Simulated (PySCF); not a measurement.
```yaml
atoms:
  - { symbol: W, position_ang: [0.0000, 0.0000, -0.1321] }
  - { symbol: O, position_ang: [0.0000, 0.0000, 1.5189] }
```

⟨S²⟩ = 2.08, above the pure value of 2.00; core potentials replace the inner electrons of W.

All numbers below come from PySCF, PBE0/cc-pVDZ(-PP), non-relativistic Hamiltonian with scalar-relativistic core potentials where named, at a bond length of 1.651 Å.

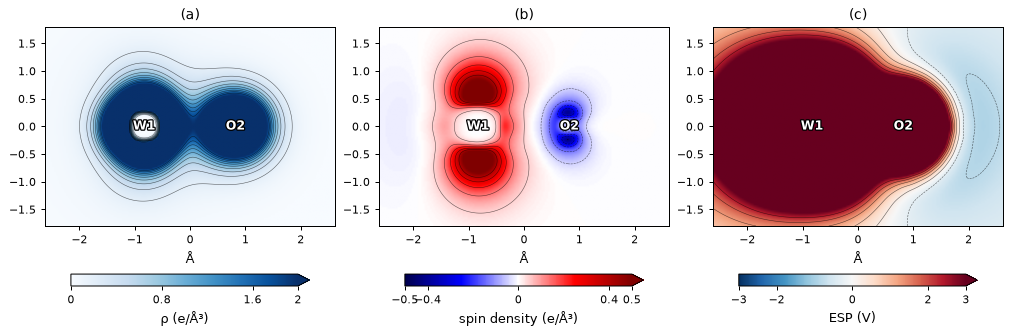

WO (triplet). (a) electron density; (b) spin density (α minus β); (c) electrostatic potential on a plane that holds the molecular axis.

Question: What does the map show?

Answer: The section cuts through W and O sites. W–O (1.65 Å): ρ is about 2.1 e/Å³ halfway. The unpaired spin (2 electrons) lies mostly on W1 (about 2.1), in electrons by Hirshfeld's partition, with opposite, polarisation-induced spin on O2. Outside the dense part of the molecule the potential is most negative (−0.9 V) near O2.
